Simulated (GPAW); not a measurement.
# InRh (Pm-3m): the In K absorption edge, part 2 of 2

Aim: the near-edge shape at the In K edge of InRh (Pm-3m), and what the core hole does to it.

GPAW 26.7.0; X-ray absorption from dipole matrix elements to empty bands, plane-wave PAW LDA.

So far. Step 2 (Ground state of the crystal): The mesh shows no gap, so the system is treated as a metal and the core electron is put at the Fermi level (neutral cell). Step 3 (Spectrum without a core hole, In atom 1): Main maxima below 30 eV (height): 8.8 eV (1.27) and 29.2 eV (1.05). A K edge sees empty p states on the absorber.

## (5) Spectrum with XCH, In atom 1

The holes are 7.1 Å apart. In GPAW the data set carries the hole's charge, so charge=0 means a charged cell and charge=-1 a neutral one. The excited electron is kept in the cell, where it fills the lowest empty states and screens the hole. After the field has converged, empty bands are computed with the density fixed and the dipole matrix elements are summed.

Input file xas.py:

```python
import numpy as np
from ase import Atoms
from ase.parallel import parprint, paropen
from gpaw import GPAW, PW, FermiDirac, Mixer, MixerDif, setup_paths
from gpaw.test import gen
setup_paths.insert(0, '.')
gen('In', name='fch1s', xcname='LDA', corehole=(1, 0, 1), write_xml=True)
from gpaw.mpi import world
world.barrier()

atoms = Atoms('In9Rh9',
    cell=[[3.196, 0, 6.392],
     [-6.392, 3.196, 0],
     [0, -6.392, 3.196]],
    scaled_positions=[[0.38888889, 0.94444444, 0.72222222],
     [0.83333333, 0.16666667, 0.83333333],
     [0.72222222, 0.61111111, 0.05555556],
     [0.61111111, 0.05555556, 0.27777778],
     [0.27777778, 0.38888889, 0.94444444],
     [0.5, 0.5, 0.5],
     [0.16666667, 0.83333333, 0.16666667],
     [0.05555556, 0.27777778, 0.38888889],
     [0.94444444, 0.72222222, 0.61111111],
     [0, 0, 0],
     [0.44444444, 0.22222222, 0.11111111],
     [0.33333333, 0.66666667, 0.33333333],
     [0.22222222, 0.11111111, 0.55555556],
     [0.88888889, 0.44444444, 0.22222222],
     [0.11111111, 0.55555556, 0.77777778],
     [0.77777778, 0.88888889, 0.44444444],
     [0.66666667, 0.33333333, 0.66666667],
     [0.55555556, 0.77777778, 0.88888889]],
    pbc=True)
atoms.calc = calc = GPAW(legacy_gpaw=True, mode=PW(430), xc='LDA', setups={0: 'fch1s'},
    kpts={'size': (4, 4, 4), 'gamma': True}, occupations=FermiDirac(0.1),
    charge=-1, mixer=Mixer(0.1, 5, 50), maxiter=150,
    convergence={'density': 0.0001}, txt='scf.txt')
energy = atoms.get_potential_energy() + calc.get_reference_energy()
ef = calc.get_fermi_level()
out = dict(energy=energy, fermi=ef, forces=atoms.get_forces().tolist())
parprint(f'all-electron energy {energy:.4f} eV, Fermi level {ef:.4f} eV')
ev = np.array([[calc.get_eigenvalues(k, s) for k in range(len(calc.get_ibz_k_points()))] for s in range(calc.get_number_of_spins())])
out['homo'], out['lumo'], out['counts'] = ev[ev < ef].max(), ev[ev > ef].min(), sorted(set((ev < ef).sum((0, 2)).tolist()))
out['filled'] = (ev[:, 0] < ef).sum(1).tolist()

from ase.units import Ha
from gpaw.xas import dipole_matrix_elements
nb = int(calc.get_number_of_electrons() / 2) + 222
top, nb = nb, nb + 8 + nb // 12
nscf = calc.fixed_density(kpts={'size': (4, 4, 4), 'gamma': True}, nbands=nb,
    convergence={'bands': top, 'eigenstates': 1e-5}, maxiter=60, txt='nscf.txt')
cell = atoms.cell.array
ops = [cell.T @ U.T @ np.linalg.inv(cell.T) for U in nscf.wfs.kd.symmetry.op_scc]
E = np.arange(-6, 34, 0.1)
fwhm = np.interp(E, [4, 25], [7.91, 7.91])
Y, X, zero, highest = 0, 0, 1e9, 1e9
for spin in range(nscf.get_number_of_spins()):
    wfs = nscf.wfs
    A = dipole_matrix_elements(wfs.setups[0])
    eps = np.zeros((wfs.kd.nibzkpts, nb))
    d = np.zeros((3, A.shape[1], wfs.kd.nibzkpts, nb), complex)
    for kpt in wfs.kpt_u:
        if kpt.s == spin and 0 in kpt.P_ani:
            eps[kpt.k] = kpt.eps_n * Ha
            d[:, :, kpt.k] = (kpt.weight * wfs.nspins / 2) ** 0.5 * np.inner(A, kpt.P_ani[0])
    world.sum(eps)
    world.sum(d)
    T = np.einsum('amkn,bmkn->abkn', d, d.conj()).real
    T = sum(np.einsum('ai,ijkn,bj->abkn', R, T, R) for R in ops) / len(ops)
    empty = eps > ef
    zero, highest = min(zero, eps[empty].min()), min(highest, eps[:, top - 1].min())
    lines = [(eps, T, empty)] if spin == 0 else lines + [(eps, T, empty)]
for eps, T, empty in lines:
    f = np.einsum('aakn->akn', T).reshape(3, -1)
    x = eps.ravel() - zero
    w = np.interp(x, E, fwhm) / 2.35482
    g = np.exp(-0.5 * ((E[:, None] - x) / w) ** 2) / (w * (2 * np.pi) ** 0.5)
    Y = Y + (f * empty.ravel()) @ g.T
    X = X + (f * ~empty.ravel()) @ g.T
out.update(E=E.round(2).tolist(), xas=Y.tolist(), xes=X.tolist(), zero=zero, valid=highest - zero, nk=len(eps), nb=nb)
for i in range(0, len(E), 10):
    parprint(f'{E[i]:7.2f}', *(f'{v:10.3e}' for v in Y[:, i]))
import json
with paropen('out.json', 'w') as f:
    json.dump(out, f)
```

On the command line:

```sh
$ OMP_NUM_THREADS=1 mpirun -n 4 gpaw python xas.py
```

Numbers of over 12 decimals in the logs are rounded to 6 here.

What it wrote:

```text
Input parameters:
  charge: -1
  convergence: {density: 0.0001}
  kpts: {gamma: True,
         size: (4, 4, 4)}
  maxiter: 150
  mixer: {backend: pulay,
          beta: 0.1,
          method: separate,
          nmaxold: 5,
          weight: 50}
  mode: {ecut: 430.0,
         name: pw}
  occupations: {fixmagmom: False,
                name: fermi-dirac,
                width: 0.1}
  setups: {0: fch1s}

Initialize ...

[... PAW data sets ...]

Reference energy: -2580589.399433  # eV

Spin-paired calculation

[... convergence settings ...]
Symmetries present (total): 1
  [... symmetry matrices ...]

64 k-points: 4 x 4 x 4 Monkhorst-Pack grid + [1/8,1/8,1/8]
36 k-points in the irreducible part of the Brillouin zone
       k-points in crystal coordinates                weights
   0:     0.00000000    0.00000000    0.00000000          1/64
   1:     0.00000000    0.00000000    0.25000000          2/64
   2:     0.00000000    0.00000000    0.50000000          1/64
   3:     0.00000000    0.25000000   -0.25000000          2/64
   4:     0.00000000    0.25000000    0.00000000          2/64
   5:     0.00000000    0.25000000    0.25000000          2/64
   6:     0.00000000    0.25000000    0.50000000          2/64
   7:     0.00000000    0.50000000    0.00000000          1/64
   8:     0.00000000    0.50000000    0.25000000          2/64
   9:     0.00000000    0.50000000    0.50000000          1/64
          ...
  35:     0.50000000    0.50000000    0.50000000          1/64

Wave functions: Plane wave expansion
  Cutoff energy: 430.000 eV
  Number of coefficients (min, max): 5917, 5994
  Pulay-stress correction: 0.000000 eV/Ang^3 (de/decut=0.000000)
  Using FFTW library
  Wavefunction extrapolation:
    Improved wavefunction reuse through dual PAW basis

Occupation numbers: Fermi-Dirac:
  width: 0.1000  # eV

Eigensolver
   Davidson(niter=2)

Densities:
  Coarse grid: 35*35*35 grid
  Fine grid: 70*70*70 grid
  Total Charge: 0.000000

Density mixing:
  Method: separate
  Backend: pulay
  Linear mixing parameter: 0.1
  old densities: 5
  Width of damping distribution: 1.1
  Damping of long wavelength oscillations: 50

[... Hamiltonian set-up ...]
Number of atoms: 18
Number of atomic orbitals: 189
Number of bands in calculation: 156
Number of valence electrons: 253
Bands to converge: occupied

... initialized

Initializing position-dependent things.

Density initialized from atomic densities
Creating initial wave functions:
  156 bands from LCAO basis set

                 In
              Rh      RIn
            Rh     IRh

         In      In      In
              RIn     Rh
           IRh      Rh
                 In

                      Rh

Atomic positions and initial magnetic moments

Positions:
   0 In    -4.794000   -1.598000    4.794000    ( 0.0000,  0.0000,  0.0000)
   1 In     1.598000   -4.794000    7.990000    ( 0.0000,  0.0000,  0.0000)
   2 In    -1.598000    1.598000    4.794000    ( 0.0000,  0.0000,  0.0000)
   3 In     1.598000   -1.598000    4.794000    ( 0.0000,  0.0000,  0.0000)
   4 In    -1.598000   -4.794000    4.794000    ( 0.0000,  0.0000,  0.0000)
   5 In    -1.598000   -1.598000    4.794000    ( 0.0000,  0.0000,  0.0000)
   6 In    -4.794000    1.598000    1.598000    ( 0.0000,  0.0000,  0.0000)
[...]
15 Rh    -3.196000    0.000000    6.392000    ( 0.0000,  0.0000,  0.0000)
  16 Rh     0.000000   -3.196000    6.392000    ( 0.0000,  0.0000,  0.0000)
  17 Rh    -3.196000   -3.196000    6.392000    ( 0.0000,  0.0000,  0.0000)

Unit cell:
           periodic     x           y           z      points  spacing
  1. axis:    yes    3.196000    0.000000    6.392000    35     0.1793
  2. axis:    yes   -6.392000    3.196000    0.000000    35     0.1793
  3. axis:    yes    0.000000   -6.392000    3.196000    35     0.1793

  Lengths:   7.146473   7.146473   7.146473
  Angles:  113.578178  66.421822 113.578178

Effective grid spacing dv^(1/3) = 0.1899

iter:   1  -131.374732
iter:   2  -128.657449   -1.36  -1.40
iter:   3  -126.510099   -1.70  -1.47
iter:   4  -125.767537   -2.11  -1.61
iter:   5  -125.642240   -2.45  -1.76
iter:   6  -125.348561   -2.25  -1.83
iter:   7  -125.295274   -3.09  -2.60
iter:   8  -125.299665c  -3.57  -2.84
iter:   9  -125.289064c  -4.48  -3.07
iter:  10  -125.282937c  -4.36  -3.20
iter:  11  -125.282814c  -5.59  -3.30
iter:  12  -125.282254c  -5.33  -3.46
iter:  13  -125.282218c  -6.27  -3.77
iter:  14  -125.282214c  -6.24  -3.93
iter:  15  -125.282214c  -7.49c -4.36c

Converged after 15 iterations.

Dipole moment: (-0.599707, 0.204145, 0.015974) |e|*Ang

Energy contributions relative to reference atoms: (reference = -2580589.399433)

Kinetic:       +144.675870
Potential:     -132.380844
External:        +0.000000
XC:            -137.367685
Entropy (-ST):   -0.356200
Local:           -0.031454
SIC:             +0.000000
--------------------------
Free energy:   -125.460314
Extrapolated:  -125.282214

Showing only first 2 kpts
 Kpt  Band  Eigenvalues  Occupancy
  0   124      9.94877    1.99984
  0   125      9.99343    1.99975
  0   126     11.00047    0.50553
  0   127     11.02663    0.41319

  1   124      9.76126    1.99998
  1   125     10.82138    1.33947
  1   126     10.86474    1.13582
[...]
Fermi level: 10.89207

No gap
No difference between direct/indirect transitions

Forces in eV/Ang:
  0 In    0.00000    0.00000   -0.00000
  1 In    0.00046   -0.02212    0.13069
  2 In    0.01748   -0.01749    0.01749
  3 In   -0.02211    0.13069   -0.00044
  4 In   -0.13069    0.00045   -0.02212
  5 In    0.13069   -0.00044    0.02212
  6 In    0.02211   -0.13070    0.00044
[...]
15 Rh   -0.15029   -0.15193   -0.15753
 16 Rh    0.15754   -0.15029   -0.15194
 17 Rh   -0.15012    0.15013   -0.15011
Scalar-relativistic atomic LDA calculation for In (Indium, Z=49)
Core hole in 1s state (1s occupation: 1.0)
750 radial gridpoints.
|------------------------------------------------|
|------------------------------------------------|
[... the atom generator's iteration count ...]

Energy contributions:
-------------------------
Kinetic:    +5011.498431
XC:          -139.186330
Potential:  -9717.082001
-------------------------
Total:      -4844.769900

state      eigenvalue         ekin         rmax
-----------------------------------------------
1s^1.0 : -1041.429737  1307.814509        0.019
2s^2.0 :  -158.894443   276.621694        0.107
2p^6.0 :  -144.457712   265.266805        0.085
3s^2.0 :   -30.906173    78.936934        0.310
3p^6.0 :   -25.920716    73.967952        0.302
3d^10.0:   -17.751812    67.653522        0.251
4s^2.0 :    -5.129466    21.303129        0.750
4p^6.0 :    -3.583045    18.210022        0.788
4d^10.0:    -1.255654    12.089910        0.885
5s^2.0 :    -0.660150     2.990870        1.992
5p^1.0 :    -0.387573     1.875673        2.413
-----------------------------------------------
(units: Bohr and Hartree)

Generating PAW setup
Kinetic energy of the core from tauc = 5003.343445099466
Cutoffs:
rc(s)=2.240
rc(p)=2.350
rc(d)=2.170
rc(vbar)=2.230
rc(comp)=2.150
rc(nct)=2.350

Kinetic energy of the core states: 4882.741918
Charge: 1.0
Core electrons: 35.0
Valence electrons: 13.0
Pseudo-core charge: 0.399899
Shape function alpha=2.163
Pseudo-electron charge 6.108974
state    eigenvalue         norm
--------------------------------
5s(2) :    -0.660150     1.151852
*s    :     0.339850
5p(1) :    -0.387573     1.028477
*p    :     0.612427
4d(10):    -1.255654     0.237689
*d    :    -0.255654
--------------------------------

Diagonalizing with gridspacing h=0.050

state   all-electron     PAW
-------------------------------
5s:      -0.660150    -0.661222
5p:      -0.387573    -0.389203
4d:      -1.255654    -1.256519
*f:                   -0.025681
-------------------------------
all-electron energy -2580714.6816 eV, Fermi level 10.8921 eV
[...]
31.00  1.734e-08  1.734e-08  1.734e-08
  32.00  1.688e-08  1.688e-08  1.688e-08
  33.00  1.650e-08  1.650e-08  1.650e-08
```

Elapsed: 19 min, on 4 MPI ranks of Arm Neoverse V2, shared host; peak memory 1.1 GiB.

The In K spectrum, In atom 1, excited-electron core hole (neutral cell) (energy from the lowest empty level; intensity scaled to a mean of 1 over the first 20 eV):

```tsv
E (eV)	intensity
-2.0	0.25
-0.5	0.43
1.0	0.66
2.5	0.89
4.0	1.10
5.5	1.24
7.0	1.28
8.5	1.24
10.0	1.15
11.5	1.05
13.0	0.96
14.5	0.90
16.0	0.87
17.5	0.86
19.0	0.87
20.5	0.88
22.0	0.90
23.5	0.93
25.0	0.96
26.5	0.98
28.0	1.00
29.5	0.99
31.0	0.95
```

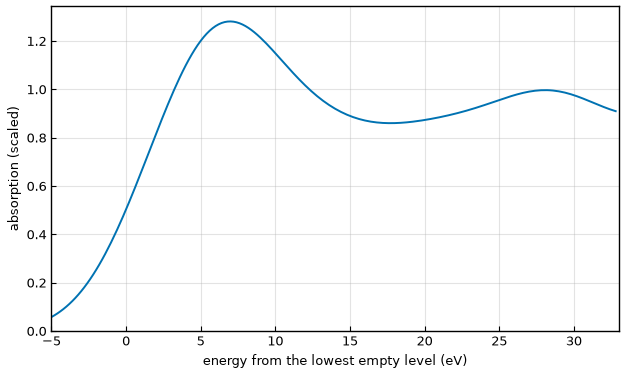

The In K edge, In atom 1, excited-electron core hole (neutral cell): main maxima at 7.0 and 28.0 eV.

Main maxima below 30 eV (height): 7.0 eV (1.28) and 28.0 eV (1.00). 

## (6) What the core hole does

Both curves are counted from their own zero, so only the shift of weight within the empty states shows.

```tsv
E (eV)	no hole	XCH
-2.0	0.19	0.25
-1.0	0.27	0.37
0.0	0.38	0.50
1.0	0.50	0.66
2.0	0.63	0.81
3.0	0.77	0.97
4.0	0.91	1.10
5.0	1.04	1.20
6.0	1.14	1.26
7.0	1.22	1.28
8.0	1.26	1.26
9.0	1.26	1.21
10.0	1.24	1.15
11.0	1.20	1.08
12.0	1.15	1.02
13.0	1.10	0.96
14.0	1.05	0.92
15.0	1.01	0.89
16.0	0.97	0.87
17.0	0.95	0.86
18.0	0.93	0.86
19.0	0.93	0.87
20.0	0.93	0.87
21.0	0.93	0.88
22.0	0.94	0.90
23.0	0.96	0.92
24.0	0.97	0.94
25.0	0.99	0.96
26.0	1.01	0.98
27.0	1.03	0.99
28.0	1.05	1.00
29.0	1.05	0.99
30.0	1.05	0.98
31.0	1.04	0.95
32.0	1.02	0.93
```

With each curve scaled to its own mean, the area from −2 to 6 eV with the hole is 6.4 against 5.2, and the centre of weight from −1 to 20 eV moves by -0.6 eV: the hole pulls the absorber's empty states down.

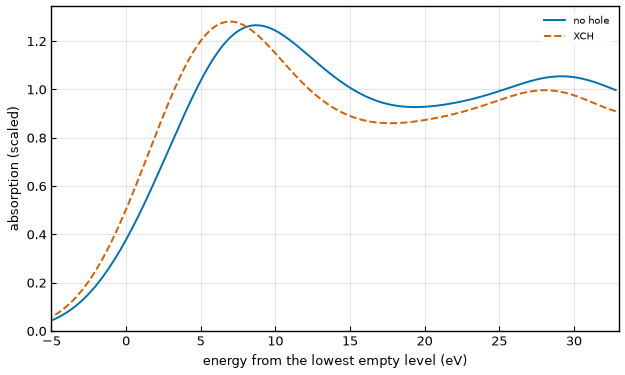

The In K edge with and without the core hole, each from its own zero; the highest intensity below 24 eV lies at 7.0 eV with the hole.

## (7) What came out

```yaml
absorber_and_edge: In K, atom 1 of the ground-state input (counted from 1)
surroundings: 8 Rh at 2.77 Å and 6 In at 3.20 Å (cube and octahedron, as in bcc, site symmetry m-3m)
highest_intensity_below_24_ev: 7.0 eV above the zero, height 1.28
```

**Reading.** The In K edge of atom 1, with 8 Rh at 2.77 Å and 6 In at 3.20 Å (cube and octahedron, as in bcc, site symmetry m-3m), has its highest intensity of the first 24 eV at 7.0 eV above the zero, 1.3 times the mean level of the first 20 eV (Gaussian full width 7.91 eV). With each curve scaled to its own mean, the area from −2 to 6 eV with the hole is 6.4 against 5.2, and the centre of weight from −1 to 20 eV moves by -0.6 eV: the hole pulls the absorber's empty states down. The script folds with a Gaussian, whereas the core hole's own line is a Lorentzian, so the onset is too steep and the first peak too high. The structure is a published determination, not relaxed.

[Banner, clock and machine lines of the logs are left out without a mark of their own.]

[Logs are printed without paths, hosts, clocks, repeated set-up lines and the standing remarks that a program may print on its own settings, such as how far it seeks lower states.]

[Hosts, paths, dates, database ids (printed as entryN), source tags and the programs' standing remarks are cut or masked in the printed files.]

[Lists of maxima count a maximum above −3 eV only where it reaches 4 % of the highest in the window and stands out from its surroundings by 2 % of it (1.5 % where it reaches 55 %); shoulders and weaker maxima are passed over, and of the rest the first, up to two pre-edge ones and the few strongest are named.]
